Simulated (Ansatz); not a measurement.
Consider Bi4I3BrO4.

```
Bi I Br O
1.0
     3.95463   -3.95463    0.00000
     3.95463    3.95463    0.00000
     0.00000    0.00000    9.21851
Bi I Br O
4 3 1 4
Direct
  0.50000 0.00000 0.13638
  0.00000 0.50000 0.13638
  0.00000 0.00000 0.86772
  0.50000 0.50000 0.86920
  0.50000 0.00000 0.67003
  0.00000 0.50000 0.67003
  0.00000 0.00000 0.33612
  0.50000 0.50000 0.30363
  0.75044 0.75044 0.00263
  0.24956 0.24956 0.00263
  0.75044 0.24956 0.00263
  0.24956 0.75044 0.00263
```

Space group P4mm; a generated structure, not necessarily the stable one.

The calculation used DFT PBEsol, scalar-relativistic, plane waves, PAW (Ansatz).

> Predict the valence pseudo-density and electron localisation function between the atoms.

Bi–O (2.33 Å): ρ is about 0.47 e/Å³ halfway; the ELF peaks at about 0.85 in the valence shell of O, 0.6 Å from its nucleus, and drops to about 0.20 between the two atoms: no localised pair shows between them.

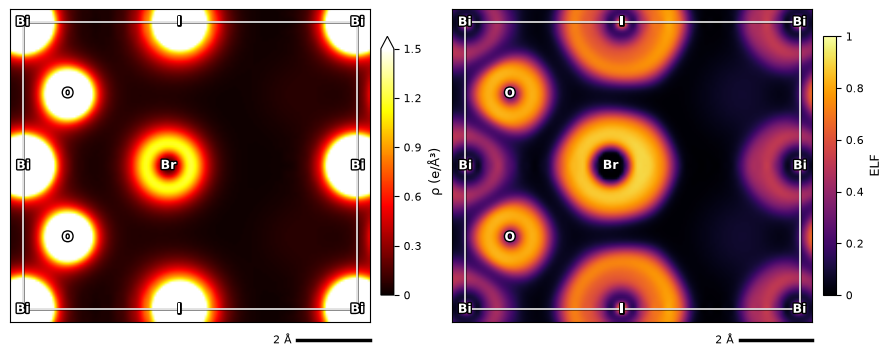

Computed valence pseudo-density and electron localisation function on the (110) plane of the conventional cell, in this order. 

Core electrons are frozen (PAW), and the valence fields are smoothed inside the atomic spheres.
